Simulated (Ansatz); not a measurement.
# Cl2H2Si···HCl: what the fields show

```xyz
7

Si   -0.8548    0.3700    0.1192
Cl    2.8152   -0.1555   -0.2761
Cl   -0.5781   -1.6510   -0.1333
Cl   -2.8458    0.7430    0.3496
H    -0.3796    1.0524   -1.0972
H     1.9910   -1.1387   -0.3075
H    -0.1479    0.7797    1.3453
```

The product side of a reaction path; geometry: PBE0-D4/def2-TZVP.

Theory: Ansatz 0.2.0, RKS PBE0-D4/def2-TZVPP.

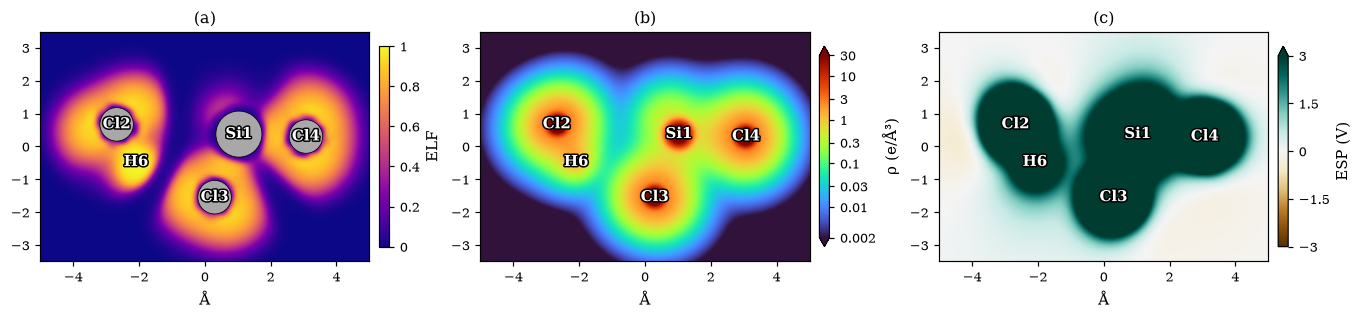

Figure 1. (a) ELF; (b) total electron density; (c) molecular electrostatic potential on the plane of atoms Cl3, Si1 and Cl4. Grey discs cover the atomic cores in the ELF map.

Describe what can be read from this map.

- The plane passes through Si, Cl and H nuclei.
- Cl3···H6 (2.63 Å): the density falls to about 0.07 e/Å³ on the way; the ELF dips to about 0.05 between them: a non-bonded, intermolecular contact.
- Si–Cl (2.04 Å): the density is about 0.94 e/Å³ at the midpoint; the ELF peaks at about 0.85 between the atoms: a polar covalent bond.
- Cl–H (1.28 Å): ρ at the midpoint is about 2 e/Å³; the ELF climbs to about 1 towards the hydrogen, as it does in any bond to H.
- The ELF also peaks beside Cl3, Cl4 and Cl2, away from the bonds: lone-pair regions.
- Outside the dense part of the complex the potential is most negative (−0.4 V) near Cl2.

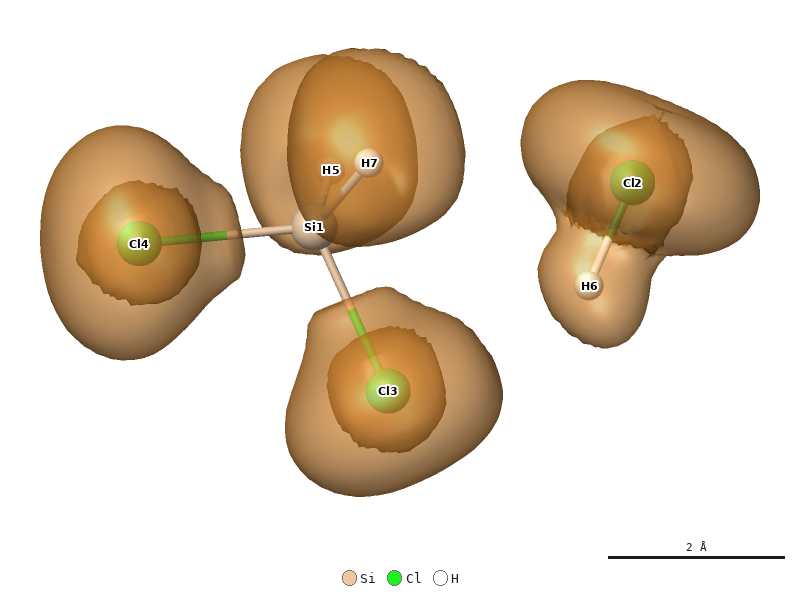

Figure 2. Isosurface of the ELF at 0.75 (orange), seen at a tilt. Core shells and regions of very low density are left out.

Where are the electrons localised?

The ELF exceeds this value in two regions around hydrogen nuclei, two regions on Cl in which the atom's valence shell and bonds are merged and one joined region spread over several atoms (Cl, H), in which their bonds and any lone pairs are merged.

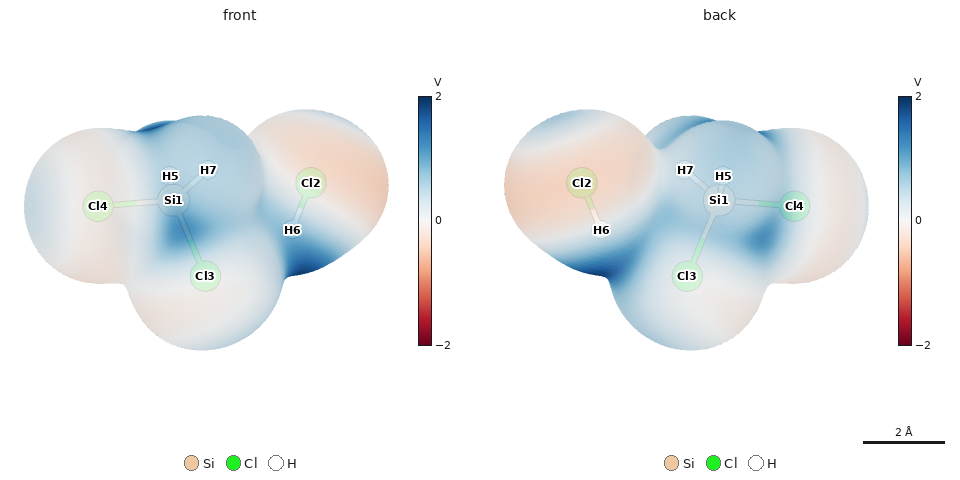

Figure 3. The electrostatic potential painted on the density surface at 0.002 e/bohr³, seen from the front and from behind; the colour scale runs from red (negative) to blue (positive).

Describe the electrostatic potential map.

The most negative region (about −0.4 V) lies over Cl2, the most positive (about +1.8 V) over Si1 and H6. Cl2 shows a σ-hole: about +0.6 V at the tip opposite its bond, against about −0.1 V on its flanks. Cl4 shows a σ-hole: about +0.4 V at the tip opposite its bond, against about −0.1 V on its flanks.

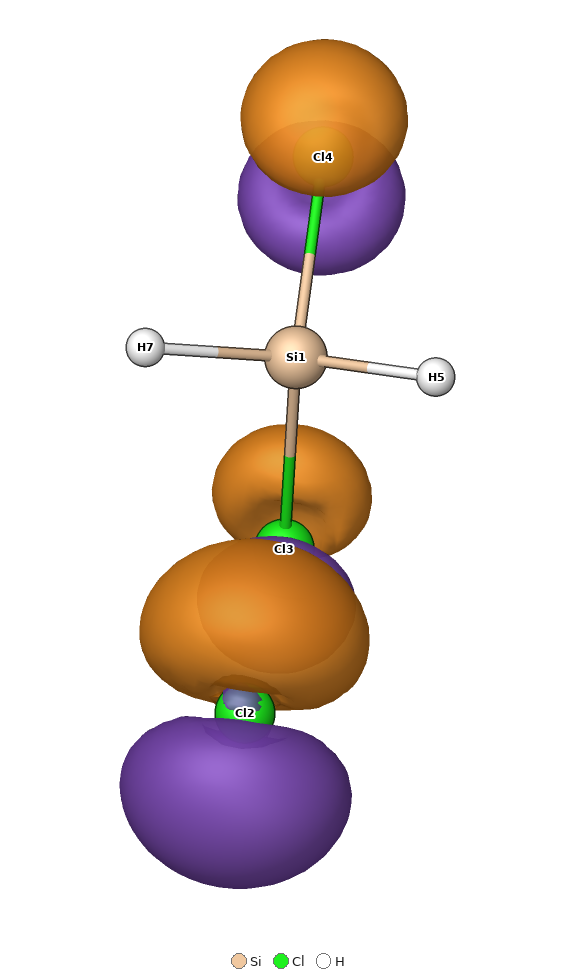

Figure 4. The HOMO−1 at ±0.15 Å⁻³ᐟ² (orange and purple are the two phases), seen at an oblique angle.

Describe this orbital and give its energy.

It lies mainly on Cl2 (about 60 %), Cl4 (about 20 %) and Cl3 (about 15 %). Its energy is −9.45 eV.
